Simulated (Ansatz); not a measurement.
A substitution series on Al: OH to Br

On one Al centre, n of the OH ligands are replaced by Br. The HOMO–LUMO gap y in eV at wB97X-V/def2-TZVPP. Shapes, held fixed at every level: PBE0-D4/def2-TZVP. Flexible molecules stand in one conformer, not always the lowest. Programs: Ansatz 0.2.0.

| molecule | n | y (eV) |
| --- | --- | --- |
| Al(OH)3 | 0 | 13.08 |
| Al(OH)2Br | 1 | 12.20 |
| Al(OH)Br2 | 2 | ? |
| AlBr3 | 3 | 11.44 |

Question: Fit y = c + s·n to the known rows and predict Al(OH)Br2.

Answer: 
1. Means of the 3 rows: n = 1.33333, y = 12.240.
2. Σ(Δn)² = 4.6667, Σ(Δn·Δy) = -2.44, so the slope is -2.44/4.6667 = -0.52285.
3. Intercept: 12.240 − (-0.52285) × 1.33333 = 12.937. The largest residual of the fit is 0.21.
4. Al(OH)Br2: 12.937 + (-0.52285) × 2 = 11.89 eV.

The run gave 11.81 eV, so the prediction is off by +0.08 eV, within the scatter of the fit. The step per swap changes from -0.88 to -0.37 eV along the series, so a line misses the bend. Other levels give for Al(OH)Br2: PBE-D4/def2-TZVPP 5.34; BHLYP-D4/def2-TZVPP 9.39 eV. Orbital gaps aren't excitation energies, and the LUMO depends on the basis. Relativity is left out for Br unless named.

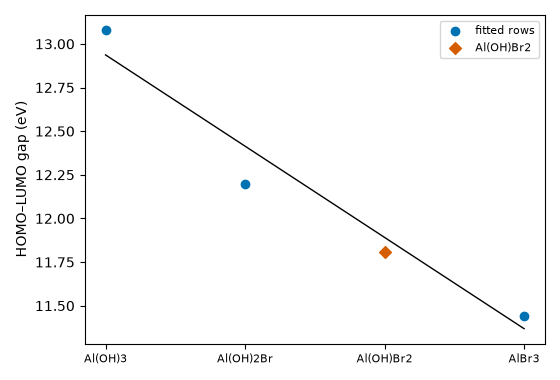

The fitted line, with the withheld member.
